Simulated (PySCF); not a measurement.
```xyz
19

O    -1.3731   -2.8581    0.2887
C    -1.9358   -1.7962    0.1664
C    -1.3613   -0.4567    0.0271
C    -2.2891    0.5662   -0.1025
C    -1.9971    1.9120   -0.2470
P    -0.4161    2.5823   -0.2939
C     0.5605    1.1153   -0.1143
C     1.9552    1.3230   -0.1134
C     2.8326    0.2816    0.0167
C     2.3338   -1.0177    0.1521
C     0.9839   -1.2507    0.1552
C     0.0488   -0.2029    0.0229
H    -3.0461   -1.7696    0.1501
H    -3.3367    0.2871   -0.0897
H    -2.8244    2.6045   -0.3384
H     2.3190    2.3362   -0.2191
H     3.8984    0.4562    0.0153
H     3.0200   -1.8454    0.2554
H     0.6178   -2.2580    0.2610
```

Geometry: GFN2-xTB.

Level of theory: PBE0/pcSseg-1, SCF density, gas phase, non-relativistic in PySCF 2.14.0.

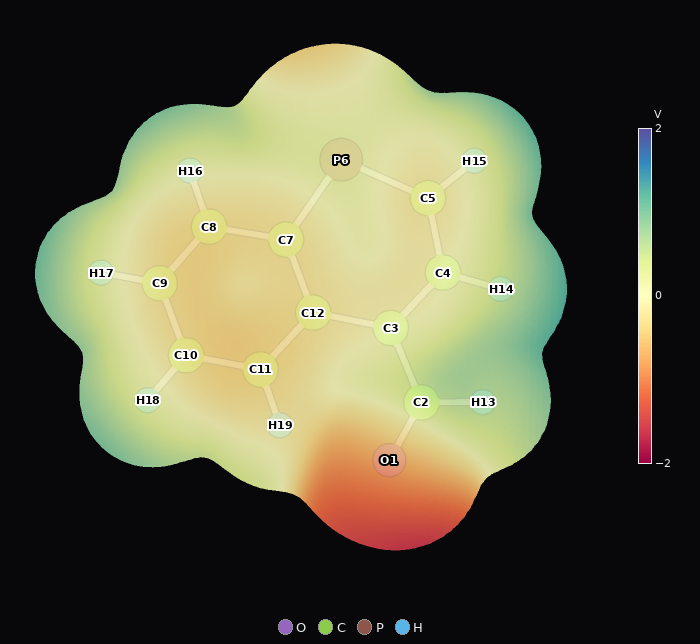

C$_{10}$H$_{7}$OP (SMILES O=Cc1ccpc2ccccc12). The electrostatic potential painted on the density surface at 0.002 e/bohr³, seen across its widest extent; red is negative and blue positive.

> Describe the electrostatic potential map.

The most negative region (about −1.6 V) lies over O1, the most positive (about +1.3 V) over H14 and H15. O1 is the likeliest acceptor of a hydrogen bond.

> How polar is the molecule by this calculation?

Its dipole moment is 1.87 D.
